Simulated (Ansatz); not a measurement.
**Geometry relaxation of WH$_{7}$ClO (part 2 of 2)**

The same run, continued: WH$_{7}$ClO; RKS PBE/def2-SVP (Ansatz 0.2.0). It belongs to a series of runs on one base structure; here: end point B relaxed.

Geometry of the input (Å):
```
W  0.2177  0.2051  -0.4614
O  0.1460  0.0147  2.6583
H  -0.6988  0.4985  2.7407
H  1.4152  -0.6967  0.2770
H  -0.7616  1.2304  0.4293
H  -1.3569  -0.3170  -0.0802
H  -0.0408  -1.4568  -0.2158
H  0.3296  0.4543  -2.1662
Cl 1.7305  1.8321  0.3907
H  0.7966  0.7531  2.5292
```

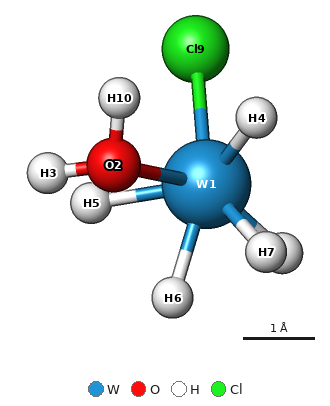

*The geometry at step 14 of the log (ball-and-stick view, seen at a tilt; atoms are numbered from 1 in the order of the input).*

Trajectory as extended XYZ, continued:
```
10
Properties=species:S:1:pos:R:3:forces:R:3 step=5 energy=-16496.05421
W     0.2307    0.2465   -0.3051   -0.0405   0.0929  -0.0146
O     0.0983   -0.0476    2.2212   -0.2814   0.4137   0.1853
H    -0.7099    0.4501    2.4921    0.3009  -0.2953  -0.1424
H     1.4471   -0.6412    0.4207    0.0213   0.0281   0.0391
H    -0.7679    1.3302    0.4988    0.0326  -0.0274   0.0055
H    -1.3526   -0.2861    0.0615    0.0280   0.0191  -0.0278
H    -0.0340   -1.4216   -0.0621    0.0169   0.0138   0.0079
H     0.2944    0.3758   -2.0396   -0.0262  -0.0356   0.0124
Cl    1.7545    1.9381    0.3372   -0.0225  -0.0632  -0.0202
H     0.8169    0.5737    2.4768   -0.0290  -0.1463  -0.0451
10
Properties=species:S:1:pos:R:3:forces:R:3 step=6 energy=-16496.06079
W     0.2341    0.2564   -0.3083    0.0283   0.0750   0.0510
O     0.0816   -0.0522    2.2133   -0.0987   0.1987   0.0986
H    -0.7193    0.4407    2.4929    0.1200  -0.1324  -0.0787
H     1.4586   -0.6143    0.4262    0.0067   0.0131   0.0120
H    -0.7590    1.3465    0.4944    0.0232  -0.0223  -0.0122
H    -1.3488   -0.2753    0.0587    0.0092   0.0118  -0.0161
H    -0.0221   -1.4108   -0.0509    0.0005   0.0165  -0.0050
H     0.2744    0.3492   -2.0466   -0.0176  -0.0215   0.0275
Cl    1.7658    1.9510    0.3006   -0.0473  -0.0546  -0.0238
H     0.8122    0.5266    2.5211   -0.0244  -0.0843  -0.0534
10
Properties=species:S:1:pos:R:3:forces:R:3 step=7 energy=-16496.06356
W     0.2416    0.2656   -0.3013    0.0064   0.0634   0.0371
O     0.0618   -0.0630    2.2001    0.1340   0.0015  -0.0039
H    -0.7273    0.4355    2.4821   -0.0789   0.0400   0.0137
H     1.4739   -0.5915    0.4379   -0.0005  -0.0041   0.0040
H    -0.7456    1.3629    0.4976    0.0025  -0.0169  -0.0181
H    -1.3436   -0.2611    0.0609   -0.0010  -0.0046  -0.0201
H    -0.0151   -1.3999   -0.0382   -0.0026  -0.0023  -0.0072
H     0.2552    0.3196   -2.0417   -0.0091  -0.0108   0.0232
Cl    1.7680    1.9705    0.2730   -0.0125  -0.0232  -0.0118
H     0.8086    0.4792    2.5310   -0.0383  -0.0430  -0.0171
10
Properties=species:S:1:pos:R:3:forces:R:3 step=8 energy=-16496.06432
W     0.2438    0.2713   -0.2978    0.0417   0.0219   0.0163
O     0.0615   -0.0639    2.1982    0.0819  -0.0291  -0.0223
H    -0.7278    0.4356    2.4779   -0.0628   0.0460   0.0242
H     1.4767   -0.5835    0.4436   -0.0058  -0.0099  -0.0017
H    -0.7474    1.3667    0.4969   -0.0061  -0.0033   0.0007
H    -1.3433   -0.2593    0.0497   -0.0125  -0.0062   0.0023
H    -0.0134   -1.3948   -0.0388   -0.0061  -0.0077  -0.0068
H     0.2450    0.3077   -2.0379   -0.0024  -0.0025   0.0142
Cl    1.7724    1.9751    0.2624   -0.0039   0.0080  -0.0118
H     0.8098    0.4630    2.5473   -0.0239  -0.0171  -0.0152
10
Properties=species:S:1:pos:R:3:forces:R:3 step=9 energy=-16496.06526
W     0.2499    0.2786   -0.2900    0.0404   0.0166   0.0014
O     0.0523   -0.0686    2.1949    0.0361  -0.0176  -0.0219
H    -0.7302    0.4438    2.4741   -0.0059   0.0308   0.0220
H     1.4802   -0.5782    0.4543    0.0071  -0.0028   0.0002
H    -0.7475    1.3698    0.5012   -0.0123   0.0141   0.0088
H    -1.3400   -0.2562    0.0407   -0.0168  -0.0144   0.0042
H    -0.0104   -1.3888   -0.0411   -0.0099  -0.0210  -0.0088
H     0.2370    0.2946   -2.0296   -0.0029  -0.0041   0.0084
Cl    1.7756    1.9938    0.2328    0.0026   0.0080  -0.0042
H     0.8105    0.4290    2.5643   -0.0384  -0.0095  -0.0100
10
Properties=species:S:1:pos:R:3:forces:R:3 step=10 energy=-16496.06285 accepted=F
W     0.2751    0.3127   -0.2549    0.0860   0.0424   0.0474
O    -0.0032   -0.0848    2.1766    0.5105   0.4107   0.4083
H    -0.7336    0.5071    2.4667    0.3575  -0.1461  -0.0167
H     1.5062   -0.5364    0.5028    0.0234  -0.0103   0.0170
H    -0.7498    1.3911    0.5162   -0.0553   0.0490   0.0390
H    -1.3228   -0.2590    0.0001    0.0118  -0.0051  -0.0304
H     0.0009   -1.3640   -0.0621   -0.0032  -0.0298  -0.0449
H     0.1968    0.2274   -1.9923   -0.0207  -0.0281   0.0657
Cl    1.7893    2.0752    0.1099   -0.0145  -0.0161  -0.0463
H     0.8186    0.2484    2.6385   -0.8956  -0.2665  -0.4391
10
Properties=species:S:1:pos:R:3:forces:R:3 step=11 energy=-16496.06880
W     0.2650    0.2983   -0.2683    0.0555   0.0237   0.0179
O     0.0186   -0.0797    2.1874    0.0749   0.1182   0.0547
H    -0.7327    0.4769    2.4784    0.1415  -0.0390  -0.0110
H     1.4943   -0.5564    0.4834    0.0174  -0.0066   0.0109
H    -0.7483    1.3818    0.5138   -0.0319   0.0263   0.0158
H    -1.3304   -0.2598    0.0123   -0.0100  -0.0052  -0.0013
H    -0.0021   -1.3756   -0.0543   -0.0124  -0.0209  -0.0250
H     0.2129    0.2587   -2.0061   -0.0083  -0.0193   0.0196
Cl    1.7883    2.0380    0.1623   -0.0092   0.0026  -0.0149
H     0.8119    0.3355    2.5927   -0.2175  -0.0800  -0.0667
10
Properties=species:S:1:pos:R:3:forces:R:3 step=12 energy=-16496.07802
W     0.2805    0.3184   -0.2432    0.0743   0.0774   0.0790
O    -0.0096   -0.0869    2.1738    0.2725   0.2793   0.2481
H    -0.7290    0.5097    2.4753    0.2507  -0.1199  -0.0331
H     1.5096   -0.5331    0.5164    0.0193  -0.0222   0.0182
H    -0.7541    1.3919    0.5267   -0.0382   0.0381   0.0216
H    -1.3204   -0.2575   -0.0098    0.0180  -0.0139  -0.0419
H     0.0031   -1.3629   -0.0801   -0.0062  -0.0111  -0.0428
H     0.1888    0.2143   -1.9778   -0.0276  -0.0384   0.0643
Cl    1.7985    2.0816    0.0973   -0.0172  -0.0076  -0.0622
H     0.8100    0.2423    2.6228   -0.5456  -0.1819  -0.2512
10
Properties=species:S:1:pos:R:3:forces:R:3 step=13 energy=-16496.12172
W     0.3042    0.3550   -0.1996    0.2236   0.1402   0.2455
O    -0.0584   -0.1044    2.1631    0.6268   0.4381   0.5121
H    -0.7216    0.5507    2.4835    0.3414  -0.2529  -0.0793
H     1.5274   -0.5027    0.5679    0.0351  -0.0340   0.0420
H    -0.7586    1.4152    0.5541   -0.0843   0.0338   0.0517
H    -1.2988   -0.2620   -0.0603    0.0555   0.0212  -0.1227
H     0.0226   -1.3359   -0.1122   -0.0201   0.0399  -0.1250
H     0.1473    0.1520   -1.9245   -0.0637  -0.0787   0.2132
Cl    1.8229    2.1463   -0.0275   -0.0943  -0.0783  -0.1800
H     0.7905    0.1035    2.6569   -1.0201  -0.2293  -0.5575
10
Properties=species:S:1:pos:R:3:forces:R:3 step=14 energy=-16496.32579
W     0.3503    0.4003   -0.1060    0.0447   0.2578   0.0865
O    -0.1002   -0.1253    2.1497    0.5151   0.3326   0.5295
H    -0.7169    0.5638    2.4905    0.2363  -0.2952  -0.1195
H     1.5596   -0.4940    0.6469    0.0443  -0.1370   0.1683
H    -0.7786    1.4231    0.6153   -0.0963   0.0207   0.1162
H    -1.2608   -0.2405   -0.1526    0.2576   0.1104  -0.1853
H     0.0303   -1.2944   -0.1928    0.0868   0.2123  -0.1495
H     0.0948    0.0773   -1.8012   -0.0340  -0.0628   0.4472
Cl    1.8492    2.2084   -0.2106   -0.1954  -0.2284  -0.3788
H     0.7498   -0.0008    2.6622   -0.8590  -0.2104  -0.5145
10
Properties=species:S:1:pos:R:3:forces:R:3 step=15 energy=-16496.56998
W     0.3829    0.4570   -0.0262   -0.1334  -0.3915  -0.2232
O    -0.1269   -0.1488    2.1465    0.1113   0.2198   0.4485
H    -0.7181    0.5540    2.4989    0.1226  -0.2706  -0.0889
H     1.5517   -0.5134    0.7191    0.0464  -0.0714   0.1252
H    -0.8070    1.4300    0.6774   -0.1519   0.0395   0.1341
H    -1.2024   -0.2099   -0.2364    0.2611   0.2290  -0.0749
H     0.0696   -1.2274   -0.2571    0.1521   0.3201  -0.0170
H     0.0714    0.0400   -1.6762    0.0784   0.1321   0.4302
Cl    1.8416    2.2070   -0.4047   -0.0376  -0.0200  -0.4745
H     0.7147   -0.0707    2.6602   -0.4489  -0.1869  -0.2594
10
Properties=species:S:1:pos:R:3:forces:R:3 step=16 energy=-16496.73662
W     0.4025    0.4677    0.0193    0.1287   0.4661  -0.1064
O    -0.1582   -0.1771    2.1651   -0.2279  -0.0311   0.0784
H    -0.7327    0.5306    2.5188   -0.0483  -0.0909   0.0062
H     1.5584   -0.5341    0.7629    0.0163  -0.0518   0.0978
H    -0.8343    1.4162    0.7137    0.0090  -0.0055   0.0491
H    -1.1699   -0.1484   -0.2721    0.1839   0.1061  -0.0068
H     0.1154   -1.1883   -0.2700    0.0902   0.1063  -0.0151
H     0.0915    0.0773   -1.6006    0.0499   0.0141   0.0653
Cl    1.8286    2.1939   -0.6021   -0.2784  -0.3444  -0.2830
H     0.6761   -0.1200    2.6665    0.0767  -0.1688   0.1147
10
Properties=species:S:1:pos:R:3:forces:R:3 step=17 energy=-16496.84907
W     0.4286    0.5163    0.0390   -0.3230  -0.4976   0.4634
O    -0.1910   -0.2067    2.1810   -0.1308  -0.0365  -0.0826
H    -0.7562    0.4993    2.5477   -0.0584  -0.0229   0.0557
H     1.5548   -0.5302    0.7916    0.0294   0.1097   0.0071
H    -0.8385    1.4308    0.7374    0.0554   0.0459   0.0115
H    -1.1220   -0.1042   -0.2740    0.0092   0.0930  -0.0724
H     0.1616   -1.1316   -0.2709    0.0817   0.0497  -0.0216
H     0.1266    0.1052   -1.5655    0.0103   0.0275   0.0056
Cl    1.7767    2.1314   -0.7807    0.2852   0.3552  -0.4864
H     0.6368   -0.1924    2.6957    0.0409  -0.1240   0.1197
10
Properties=species:S:1:pos:R:3:forces:R:3 step=18 energy=-16496.91954
W     0.4383    0.5302    0.0759    0.2309   0.2861  -0.6810
O    -0.2294   -0.2383    2.1955    0.1421  -0.0263   0.0091
H    -0.7881    0.4605    2.5859   -0.0162  -0.0375   0.0489
H     1.5997   -0.4840    0.8181   -0.0209  -0.0100   0.1322
H    -0.8166    1.4781    0.7548   -0.0178  -0.0269   0.1233
H    -1.1086   -0.0582   -0.2955    0.0673   0.0345   0.1299
H     0.2041   -1.1105   -0.2702    0.0149   0.0562   0.1248
H     0.1435    0.1256   -1.5300   -0.0053  -0.0171   0.1016
Cl    1.7515    2.1052   -0.9758   -0.1643  -0.1897   0.0808
H     0.5830   -0.2908    2.7429   -0.2308  -0.0693  -0.0697
10
Properties=species:S:1:pos:R:3:forces:R:3 step=19 energy=-16496.94885
W     0.4738    0.5683    0.0616   -0.0403   0.1879  -0.0240
O    -0.2841   -0.2444    2.1612    0.6586  -0.1377   0.4887
H    -0.7866    0.4641    2.6130    0.0892  -0.1342  -0.0458
H     1.6266   -0.4188    0.8650    0.0005   0.0590  -0.0345
H    -0.7778    1.4987    0.7853    0.1001   0.0462  -0.1061
H    -1.0770   -0.0157   -0.2544    0.0236  -0.0175   0.0232
H     0.2565   -1.0809   -0.2121   -0.0091  -0.0089   0.0155
H     0.1529    0.1162   -1.5159   -0.0768  -0.1284   0.0522
Cl    1.7002    2.0916   -1.1467   -0.0215  -0.0491   0.1365
H     0.4931   -0.4613    2.7445   -0.7244   0.1825  -0.5057
10
Properties=species:S:1:pos:R:3:forces:R:3 step=20 energy=-16496.97044
W     0.4723    0.5886    0.0421    0.0250  -0.0707   0.1277
O    -0.2677   -0.2489    2.1223   -0.0723   0.0278  -0.0471
H    -0.8032    0.4085    2.6015   -0.0415   0.0315   0.0198
H     1.6784   -0.3161    0.8539   -0.0223  -0.0390   0.0192
H    -0.7222    1.5838    0.7614   -0.0459  -0.0336   0.0339
H    -1.0915   -0.0045   -0.2096    0.0224   0.0002  -0.0040
H     0.2670   -1.0776   -0.1535    0.0004   0.0192  -0.0227
H     0.1069    0.0450   -1.4988   -0.0030   0.0078   0.0193
Cl    1.7108    2.0866   -1.1547    0.0477   0.0602  -0.0996
H     0.4266   -0.5475    2.7369    0.0894  -0.0034  -0.0466
10
Properties=species:S:1:pos:R:3:forces:R:3 step=21 energy=-16496.97443
W     0.4788    0.5957    0.0516    0.0099   0.0146  -0.0665
O    -0.2817   -0.2462    2.1161   -0.0112  -0.0178  -0.0172
H    -0.8018    0.4106    2.6146    0.0200   0.0049   0.0134
H     1.6569   -0.3371    0.8762    0.0093   0.0245  -0.0154
H    -0.7416    1.5644    0.7667    0.0239   0.0129  -0.0164
H    -1.0784    0.0026   -0.2104   -0.0075   0.0033  -0.0096
H     0.2705   -1.0657   -0.1502    0.0069  -0.0077  -0.0098
H     0.1044    0.0365   -1.4835    0.0464   0.0596   0.0460
Cl    1.7230    2.0963   -1.1727   -0.0935  -0.1144   0.0708
H     0.4475   -0.5394    2.6931   -0.0042   0.0201   0.0049
10
Properties=species:S:1:pos:R:3:forces:R:3 step=22 energy=-16496.97672
W     0.4732    0.5909    0.0548    0.0134   0.0156  -0.0029
O    -0.2897   -0.2492    2.1205   -0.0042  -0.0051  -0.0100
H    -0.7847    0.4246    2.6222   -0.0035   0.0060   0.0043
H     1.6576   -0.3333    0.8803    0.0025  -0.0030  -0.0051
H    -0.7444    1.5659    0.7652   -0.0047   0.0012  -0.0055
H    -1.0814   -0.0032   -0.2200   -0.0146  -0.0048   0.0006
H     0.2692   -1.0702   -0.1557   -0.0016  -0.0155   0.0010
H     0.1192    0.0497   -1.4875   -0.0014  -0.0008   0.0145
Cl    1.7101    2.0836   -1.1651    0.0075   0.0087  -0.0004
H     0.4485   -0.5409    2.6868    0.0067  -0.0022   0.0035
```

Summary:

| quantity | value |
| --- | --- |
| outcome | converged |
| total energy | −16496.9768 eV |
| mean-field energy | −16496.9768 eV |
| largest force (length of the vector) at the end | 0.021 eV/Å |
| hardware | 2 threads of Arm Neoverse V1, 24 GiB of memory available, shared host |
| wall time | 50 s (CPU time 97 s) |
| peak memory | 0.14 GiB |
